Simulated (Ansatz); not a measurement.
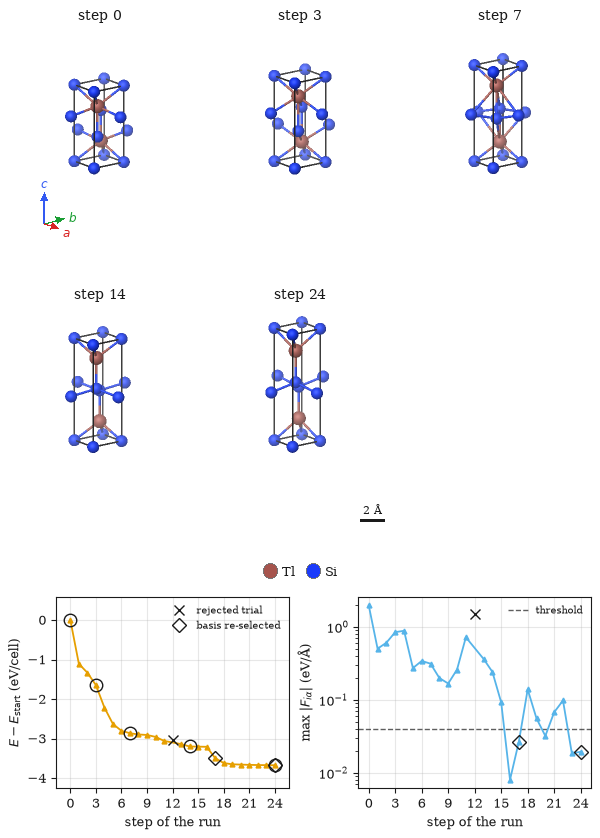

Frames of a relaxation of solid Tl$_{2}$Si$_{3}$ (built on the A-type sesquioxide_164 type) (coarse preliminary run), marked on the history of the run. A ball-and-stick model of the cell of the calculation, seen slightly off an axis.

Case: A-type sesquioxide type (P-3m1, No. 164).

All numbers below come from DFT PBE, scalar-relativistic, plane waves, PAW in Ansatz. (plane-wave cutoff 420 eV; k-point mesh 6 × 6 × 4; occupations gaussian; smearing width 0.1 eV; no spin polarisation; cell and atoms relaxed; force threshold 0.04 eV/Å; at most 70 steps)

**Describe the path.**

The energy falls by 3.675 eV per cell of the calculation in 21 accepted moves (24 points after the start). The largest force component goes from 2 to 0.02 eV/Å. The pressure goes from 16.55 to 0.03 GPa. The line search rejected the trial step at point 12 of the run. At 2 points the geometry stayed and the basis and grid were re-selected for the new cell (energy shift of 0.286 eV per cell of the calculation at most each time). The largest moves relative to the cell, 1.76 Å, are those of Si atoms. By element the largest moves are Si 1.76 Å, Tl 0.62 Å. Cell: a = b 4.210 → 3.893 Å (−7.5 %), c 6.551 → 9.613 Å (+46.8 %). Volume +25.5 %. Among the contacts that change: Si–Tl 2.535 → 4.104 Å, Si–Si 3.085 → 2.364 Å, Si–Tl 2.620 → 2.702 Å, Si–Tl 2.913 → 2.842 Å. New bonds form: Si–Si (3.09 → 2.36 Å). Bonds break: Si–Tl (2.54 → 4.10 Å). Among the angles between lasting bonds that change: Tl–Si–Tl 92.6° → 86.5°, Si–Tl–Si 92.6° → 86.5°, Tl–Si–Tl 87.4° → 93.5°. The space group stays P-3m1 (No. 164). From step 0 to 3: Tl atoms move most (0.28 Å), volume +19.8 %, energy −1.647 eV per cell of the calculation. From step 3 to 7: Si atoms move most (0.71 Å), volume −3.2 %, energy −1.218 eV per cell of the calculation. From step 7 to 14: Si atoms move most (0.51 Å), volume +5.0 %, energy −0.336 eV per cell of the calculation. From step 14 to 24: Tl atoms move most (0.11 Å), volume +3.0 %, energy −0.474 eV per cell of the calculation.
